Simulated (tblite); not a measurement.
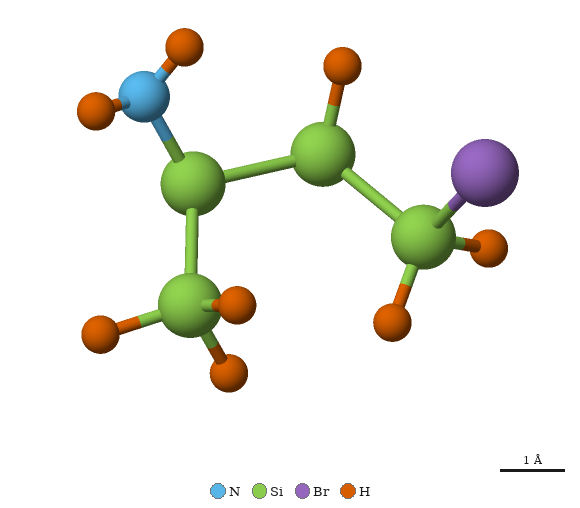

This is the input geometry for a relaxation of Si4NH9Br (multiplicity 2). Style: ball-and-stick. Shown at a tilt.

Level of theory: GFN2-xTB geometry optimisation, gas phase in tblite 0.8.0.

```xyz
15

N    -1.8197    1.9998   -0.4237
Si   -0.9745    0.5503   -0.9155
Si   -1.6705   -1.3341   -0.0015
Si    1.2237    0.7528   -0.7870
Si    2.1530   -0.7362    0.6026
Br    2.4604    0.1358    2.6610
H    -2.7966    1.8670   -0.1002
H    -1.2662    2.6863    0.1326
H    -1.4890   -1.4273    1.4446
H    -3.0937   -1.6089   -0.3622
H    -0.9196   -2.4639   -0.5845
H     1.5071    2.0817   -0.2272
H     1.7711    0.5480   -2.1086
H     3.4829   -1.0406    0.0032
H     1.4272   -2.0026    0.6447
```

Question: Predict the outcome.

Answer: After 195 geometry steps the energy has fallen by 18.0 kcal/mol. H15 moves most after the best rigid fit: 2.74 Å. By element the largest moves are H 2.74 Å, Br 1.71 Å, N 0.96 Å, Si 0.92 Å. Some distances before and after: Si2–Si4 2.211 → 2.320 Å, Si2–Si3 2.207 → 2.314 Å, Si4–Si5 2.239 → 2.324 Å, Si4–H13 1.445 → 1.477 Å. Among the angles between lasting bonds that change: Si3–Si2–Si4 111.6° → 125.0°, Si4–Si5–H14 104.9° → 117.0°, Br6–Si5–H15 112.1° → 100.3°. Groups turn about Si2–Si4 by about 60°. The run took 2.2 s on 1 thread of Arm Neoverse V1, on a shared host.

Step by step:

| step | E − E(0), kcal/mol |
| --- | --- |
| 0 | 0.00 |
| 1 | -4.18 |
| 2 | -6.48 |
| 3 | -7.70 |
| 4 | -10.05 |
| 5 | -10.99 |
| 6 | -11.71 |
| 7 | -12.32 |
| 8 | -12.77 |
| 9 | -13.15 |
| 10 | -13.39 |
| 20 | -14.58 |
| 29 | -15.25 |
| 39 | -15.82 |
| 49 | -16.02 |
| 59 | -16.21 |
| 68 | -16.42 |
| 78 | -16.64 |
| 88 | -17.03 |
| 98 | -17.26 |
| 107 | -17.37 |
| 117 | -17.51 |
| 127 | -17.56 |
| 137 | -17.61 |
| 146 | -17.71 |
| 156 | -17.80 |
| 166 | -17.85 |
| 176 | -17.90 |
| 185 | -17.95 |
| 195 | -17.98 |

The structure at the end:

```xyz
15

N    -1.2952    1.6534    0.3010
Si   -1.0568    0.4017   -0.8841
Si   -2.3576   -1.3798   -0.1868
Si    1.2516    0.3563   -1.1071
Si    2.6845    0.0056    0.6891
Br    1.4975   -1.1916    2.1936
H    -2.1923    1.7853    0.7375
H    -0.8117    2.5348    0.2451
H    -2.3000   -1.8245    1.2049
H    -3.7678   -1.0774   -0.4792
H    -1.9689   -2.5130   -1.0338
H     1.7831    1.5938   -1.7210
H     1.5900   -0.7030   -2.0792
H     3.0407    1.1763    1.4940
H     3.8984   -0.8098    0.6042
```

The end point in the same view:

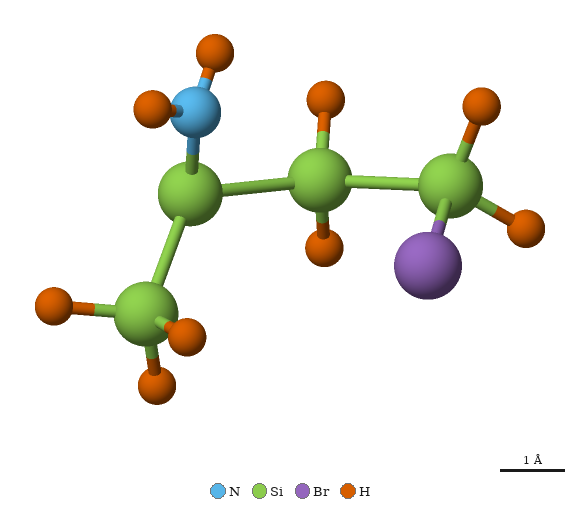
